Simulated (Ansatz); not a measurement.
**CHSi2+ (singlet): correlated methods under varied settings**

What do other methods and options give for CHSi2+ (singlet) at this geometry, and how long do they take?

Program: Ansatz 0.2.0, Gaussian basis. Level of theory: the settings change from run to run. These are calculated values, not measurements.

21 further runs of the same task are left out: 7 that didn't finish, 14 set aside as unsound or not needed.

## Step 1: What is computed

The geometry is a PBE0/def2-TZVP stationary point (not a proven minimum) of the parent state, kept for this charge and spin.

4 atoms, charge 1, spin multiplicity 1.

Atoms are counted from 1 here; the program's logs count them from 0.

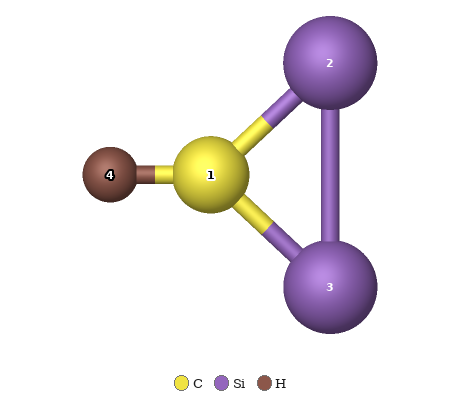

The structure; carbon yellow, silicon purple, hydrogen brown; atoms are numbered from 1 in the order of the file.

## Step 2: BCCD(T) on RHF/STO-3G

The input, in.yaml:

```yaml
crystal:
  periodic: [false, false, false]
  atoms:
    - {symbol: C, position_ang: [0.000000, -1.033304, 0.000000]}
    - {symbol: Si, position_ang: [0.000000, 0.258963, 1.213707]}
    - {symbol: Si, position_ang: [0.000000, 0.258963, -1.213707]}
    - {symbol: H, position_ang: [0.000000, -2.118684, 0.000000]}
basis:
  gaussian: {orbitals: STO-3G}
total_charge: 1
magnetization: {spin_polarized: false}
hamiltonian: {pseudopotentials: {relativity: scalar}}
correlation: {method: bccd_t, electrons: outside_noble_gas, diis_vectors: 2}
output: {forces: true}
```

The run is started by

```sh
> ansatz run in.yaml --threads 1 --pin off --events-out ev --progress --plain --max-ram 2393MiB
```

Log, cut to the lines that bear on the results:

```text
Functional definition: HF
  name "HF"
  cite "Fock, Z. Phys. 61, 126 (1930) doi:10.1007/BF01340294"
  parent pbe
[...]
272 factors; integrals over basis functions are off by at most 2.8e-5 eV
[...]
mean field -16594.01765331 eV, -609.8189009300 hartree, gradient 2.2e-6 eV, S^2 0.000000; 3 other end points of the search recorded, 0 dependent functions left out; unrestricted orbitals would lower it
11 core orbitals not correlated: weight in the atoms' cores, before any rotation towards them, 1.000 or more for the frozen orbitals, at most 0.000 for the correlated occupied ones
reference -16594.01765331 eV, -609.8189009300 hartree; 6, 6 occupied and 7, 7 virtual orbitals, 272 factors
second order -3.99582528 eV of doubles, -0.00000000 eV of singles
cycle   1  -4.25058778 eV  change   -2.5e-1 eV  update   8.7e-2
[...]
cycle  17  -4.59708656 eV  change   -6.0e-7 eV  update   1.3e-6
perturbative correction -0.18476367 eV, -0.0067899398 hartree
[...]
Total energy: -16598.79950354 eV, -609.9946306849 hartree
Relativity: scalar
Atom 0 at     0.000000    -1.033304     0.000000 Å, force    -0.000000     2.307102    -0.000000 eV/Å
Atom 1 at     0.000000     0.258963     1.213707 Å, force     0.000000    -0.740593     1.542810 eV/Å
Atom 2 at     0.000000     0.258963    -1.213707 Å, force     0.000000    -0.740593    -1.542810 eV/Å
Atom 3 at     0.000000    -2.118684     0.000000 Å, force    -0.000000    -0.825917     0.000000 eV/Å
Dipole moment:    -0.000000    -0.034785     0.000000 e Å
```

It took 1.2 s on 1 thread of Intel Xeon at 2.50GHz, shared host.

From the report: correlation -4.7819 eV; largest double amplitude 0.14.

## Step 3: CISD/cc-pVDZ

The input, in.yaml:

```yaml
crystal:
  periodic: [false, false, false]
  atoms:
    - {symbol: C, position_ang: [0.000000, -1.033304, 0.000000]}
    - {symbol: Si, position_ang: [0.000000, 0.258963, 1.213707]}
    - {symbol: Si, position_ang: [0.000000, 0.258963, -1.213707]}
    - {symbol: H, position_ang: [0.000000, -2.118684, 0.000000]}
basis:
  gaussian: {orbitals: cc-pVDZ, fitting: {mean_field: def2-universal-jkfit}}
total_charge: 1
correlation: {active_space: {ras: {orbitals: [6, 0, 38], electrons: 12, max_holes: 2, max_particles: 2}, fixed_orbitals: true}}
```

Launched as before.

Log:

```text
Functional definition: HF
  name "HF"
  cite "Fock, Z. Phys. 61, 126 (1930) doi:10.1007/BF01340294"
  parent pbe
  exchange = exact_x
  correlation = 0
349 factors; integrals over basis functions are off by at most 2.4e-1 eV
mean field evaluation 1: about -16752.3252 eV, gradient 5.4e1 eV
mean field evaluation 2: about -16755.5782 eV, gradient 4.0e1 eV
mean field evaluation 4: about -16760.3537 eV, gradient 8.3e-1 eV
mean field evaluation 8: about -16755.4203 eV, gradient 8.0e-1 eV
mean field evaluation 16: about -16760.3601 eV, gradient 9.3e-7 eV
mean field -16760.36005241 eV, -615.9318713459 hartree, gradient 9.3e-7 eV, S^2 0.000000; 0 other end points of the search recorded, 0 dependent functions left out
reference -16760.36005241 eV, -615.9318713459 hartree; 17, 17 occupied and 38, 38 virtual orbitals, 349 factors
state -16767.63168203 eV, -616.1990988056 hartree
Total energy: -16767.63168203 eV, -616.1990988056 hartree
```

Wall time 3.4 s (1 thread of Intel Xeon at 2.50GHz, shared host).

From the report: 19,461 determinants.

## Step 4: MRCISD+Q(relaxed)(10,6)/STO-3G

The input, in.yaml:

```yaml
crystal:
  periodic: [false, false, false]
  atoms:
    - {symbol: C, position_ang: [0.000000, -1.033304, 0.000000]}
    - {symbol: Si, position_ang: [0.000000, 0.258963, 1.213707]}
    - {symbol: Si, position_ang: [0.000000, 0.258963, -1.213707]}
    - {symbol: H, position_ang: [0.000000, -2.118684, 0.000000]}
basis:
  gaussian: {orbitals: STO-3G}
total_charge: 1
correlation: {method: fic_mrcisd_q_relaxed, electrons: all, active_space: {window: {electrons: 10, orbitals: 6}, states: [{multiplicity: 1, weights: [0.5, 1]}], root: 1}}
accuracy: high
```

Launched as before.

Log, cut to the lines that bear on the results:

```text
Functional definition: HF
  name "HF"
  cite "Fock, Z. Phys. 61, 126 (1930) doi:10.1007/BF01340294"
  parent pbe
[...]
446 factors; integrals over basis functions are off by at most 3.5e-9 eV
[...]
mean field -16568.43615892 eV, -608.8787983507 hartree, gradient 6.8e-8 eV, S^2 0.000000; 3 other end points of the search recorded, 0 dependent functions left out; unrestricted orbitals would lower it
reference -16568.43615892 eV, -608.8787983507 hartree; 17, 17 occupied and 7, 7 virtual orbitals, 446 factors
state -16568.10252592 eV, -608.8665375642 hartree
state -16567.44695898 eV, -608.8424459235 hartree
contracted CI cycle   1: correlation 0.00000000 eV, 0.0000000000 hartree, residual 1.52e1 eV
contracted CI cycle   2: correlation -4.12593838 eV, -0.1516254389 hartree, residual 4.25e0 eV
contracted CI cycle   3: correlation -4.58383822 eV, -0.1684529475 hartree, residual 1.40e0 eV
[...]
contracted CI cycle   8: correlation -3.82534264 eV, -0.1405787491 hartree, residual 9.73e-3 eV
contracted CI cycle   9: correlation -3.82534505 eV, -0.1405788378 hartree, residual 4.05e-3 eV
contracted CI cycle  10: correlation -3.82534552 eV, -0.1405788550 hartree, residual 1.62e-3 eV
contracted CI cycle  11: correlation -3.82534561 eV, -0.1405788582 hartree, residual 8.72e-4 eV
contracted CI cycle  12: correlation -3.82534562 eV, -0.1405788587 hartree, residual 3.33e-4 eV
contracted CI cycle  13: correlation -3.82534562 eV, -0.1405788588 hartree, residual 1.49e-4 eV
contracted CI cycle  14: correlation -3.82534563 eV, -0.1405788588 hartree, residual 4.83e-5 eV
contracted CI cycle  15: correlation -3.82534563 eV, -0.1405788588 hartree, residual 1.39e-5 eV
contracted CI cycle  16: correlation -3.82534563 eV, -0.1405788588 hartree, residual 4.09e-6 eV
state -16567.44695898 eV, -608.8424459235 hartree; corrected -16571.72865435 eV, -608.9997953263 hartree
WARN: 1 active orbitals are nearly empty or full. The corrections depend on them more than the energy does, and are more stable in an active space without them
Total energy: -16571.72865435 eV, -608.9997953263 hartree
```

Run time: 8.5 s. Hardware: 1 thread of Intel Xeon at 2.50GHz, shared host.

From the report: 18 determinants; active occupations (of the averaged states) 2.00, 2.00, 2.00, 1.99, 1.33, 0.68. The report marks this result as in doubt.

## Step 5: MP2 on RHF/cc-pVDZ

The input, in.yaml:

```yaml
crystal:
  periodic: [false, false, false]
  atoms:
    - {symbol: C, position_ang: [0.000000, -1.033304, 0.000000]}
    - {symbol: Si, position_ang: [0.000000, 0.258963, 1.213707]}
    - {symbol: Si, position_ang: [0.000000, 0.258963, -1.213707]}
    - {symbol: H, position_ang: [0.000000, -2.118684, 0.000000]}
basis:
  gaussian: {orbitals: cc-pVDZ}
total_charge: 1
magnetization: {spin_polarized: false}
correlation: {method: mp2, electrons: outside_noble_gas}
scf: {lower_state_search: full}
```

The command is unchanged.

Log, cut to the lines that bear on the results:

```text
Functional definition: HF
  name "HF"
  cite "Fock, Z. Phys. 61, 126 (1930) doi:10.1007/BF01340294"
  parent pbe
[...]
546 factors; integrals over basis functions are off by at most 1.5e-3 eV
[...]
mean field -16760.36083921 eV, -615.9319002602 hartree, gradient 9.4e-6 eV, S^2 0.000000; 0 other end points of the search recorded, 0 dependent functions left out; unrestricted orbitals would lower it
[...]
11 core orbitals not correlated: weight in the atoms' cores, before any rotation towards them, 1.000 or more for the frozen orbitals, at most 0.000 for the correlated occupied ones
reference -16760.36083921 eV, -615.9319002602 hartree; 6, 6 occupied and 38, 38 virtual orbitals, 546 factors
second order -7.27851963 eV of doubles, -0.00000000 eV of singles
Total energy: -16767.63935884 eV, -616.1993809230 hartree
```

Wall time 1.6 s (1 thread of Intel Xeon at 2.50GHz, shared host).

## Step 6: MP2 on UHF/cc-pVDZ

Edit in.yaml of step 5 so:

```diff
@@ -10,4 +10,5 @@
 total_charge: 1
-magnetization: {spin_polarized: false}
+magnetization: {spin_polarized: true, initial_magnetization: 0}
 correlation: {method: mp2, electrons: outside_noble_gas}
+accuracy: high
 scf: {lower_state_search: full}
```

Same command.

Log, cut to the lines that bear on the results:

```text
Functional definition: HF
  name "HF"
  cite "Fock, Z. Phys. 61, 126 (1930) doi:10.1007/BF01340294"
  parent pbe
[...]
1205 factors; integrals over basis functions are off by at most 3.0e-9 eV
[...]
mean field -16760.54423457 eV, -615.9386399156 hartree, gradient 8.7e-8 eV, S^2 0.669585; 19 other end points of the search recorded, 0 dependent functions left out
11 core orbitals not correlated: weight in the atoms' cores, before any rotation towards them, 1.000 or more for the frozen orbitals, at most 0.000 for the correlated occupied ones
reference -16760.54423457 eV, -615.9386399156 hartree; 6, 6 occupied and 38, 38 virtual orbitals, 1205 factors
second order -6.90745974 eV of doubles, -0.00000000 eV of singles
Total energy: -16767.45169431 eV, -616.1924843790 hartree
```

It took 22 s on 1 thread of Intel Xeon at 2.50GHz, shared host.

From the report: ⟨S²⟩ of the determinant 0.670 (pure singlet: 0.00). The determinant is far from a pure spin state, so its energy mixes those of several spin states (harmless only where they are near-degenerate, as at dissociation).

## Step 7: CCSDT(Q)/B/STO-3G

Edit in.yaml of step 6 so:

```diff
@@ -8,7 +8,8 @@
 basis:
-  gaussian: {orbitals: cc-pVDZ}
+  gaussian: {orbitals: STO-3G, point_charges: [{charge: -0.50, position_ang: [3.367, 0.908, -0.972]}]}
 total_charge: 1
 magnetization: {spin_polarized: true, initial_magnetization: 0}
-correlation: {method: mp2, electrons: outside_noble_gas}
-accuracy: high
-scf: {lower_state_search: full}
+hamiltonian: {xc: {name: r2SCAN}}
+correlation: {method: ccsdt_q_b, electrons: outside_noble_gas}
+scf: {omitted_lower_state_checks: [cluster_reference]}
+output: {forces: true}
```

Launched as before.

Log, cut to the lines that bear on the results:

```text
Functional definition: r2SCAN
  name "r2SCAN"
  cite "Furness, Kaplan, Ning, Perdew & Sun, J. Phys. Chem. Lett. 11, 8208 (2020) doi:10.1021/acs.jpclett.0c02405"
  cite "Furness, Kaplan, Ning, Perdew & Sun, J. Phys. Chem. Lett. 11, 9248 (2020) doi:10.1021/acs.jpclett.0c03077"
  parent r2scan
[...]
432 factors; integrals over basis functions are off by at most 3.9e-8 eV
[...]
mean field -16603.19035669 eV, -610.1559915619 hartree, gradient 7.2e-6 eV, S^2 0.391934; 6 other end points of the search recorded, 0 dependent functions left out
11 core orbitals not correlated: weight in the atoms' cores, before any rotation towards them, 0.999 or more for the frozen orbitals, at most 0.000 for the correlated occupied ones
reference -16570.04956975 eV, -608.9380901054 hartree; 6, 6 occupied and 7, 7 virtual orbitals, 432 factors
second order -4.20815083 eV of doubles, -0.18070278 eV of singles
cycle   1  -4.37996101 eV  change    5.2e-3 eV  update   1.0e-1
[...]
cycle  29  -5.04091032 eV  change    4.1e-8 eV  update   5.3e-7
perturbative correction -0.03296525 eV, -0.0012114505 hartree
[...]
Total energy: -16575.12344532 eV, -609.1245515934 hartree
Atom 0 at     0.000000    -1.033304     0.000000 Å, force    -0.030854     2.209954     0.109141 eV/Å
Atom 1 at     0.000000     0.258963     1.213707 Å, force     0.168150    -0.739908     1.441723 eV/Å
Atom 2 at     0.000000     0.258963    -1.213707 Å, force     0.316436    -0.566627    -1.647781 eV/Å
Atom 3 at     0.000000    -2.118684     0.000000 Å, force     0.053289    -0.779895     0.004001 eV/Å
Dipole moment:     0.078384     0.003417    -0.063637 e Å
Checks for a lower state left out: cluster_reference
```

It took 37 s on 1 thread of Intel Xeon at 2.50GHz, shared host.

From the report: ⟨S²⟩ of the determinant 0.392 (pure singlet: 0.00); correlation -5.0739 eV; T1 0.091; largest double amplitude 0.14. The orbitals are Kohn-Sham ones, so correlation energy and T1 don't compare with those on Hartree-Fock orbitals.

## Step 8: The runs in one table

Where basis and cores are those of an earlier RCCSDT(Q)/cc-pVDZ run (-16769.0515 eV), and the state is the same kind, the miss against it is given. † marks a result that the program doubts.

| level | correlated | functions | energy (eV) | from RCCSDT(Q) (meV) | time |
| --- | --- | --- | --- | --- | --- |
| BCCD(T) on RHF/STO-3G (relativity set) | outside noble gas | 24 | -16598.7995 |  | 1.2 s |
| CISD/cc-pVDZ | outside noble gas | 55 | -16767.6317 | 1419.9 | 3.4 s |
| MRCISD+Q(relaxed)(10,6)/STO-3G (excited root 1 of an average) † | all | 24 | -16571.7287 |  | 8.5 s |
| MP2 on RHF/cc-pVDZ | outside noble gas | 55 | -16767.6394 | 1412.2 | 1.6 s |
| MP2 on UHF/cc-pVDZ | outside noble gas | 55 | -16767.4517 | 1599.8 | 22 s |
| CCSDT(Q)/B/STO-3G (beside a point charge, on r2SCAN orbitals) | outside noble gas | 24 | -16575.1234 |  | 37 s |

## Step 9: Results

| quantity | value |
| --- | --- |
| runs | 6 |
| quickest | BCCD(T) on RHF/STO-3G (relativity set), 1.2 s |
| slowest | CCSDT(Q)/B/STO-3G (beside a point charge, on r2SCAN orbitals), 37 s |

Total energies in different bases, with other cores or another treatment of relativity can't be set against each other. CCSDT(Q)/B/STO-3G (beside a point charge, on r2SCAN orbitals) took 31 times as long as BCCD(T) on RHF/STO-3G (relativity set); the jobs differ in more than the method. Among the correlated runs with a miss given, it spans +1412 to +1600 meV.
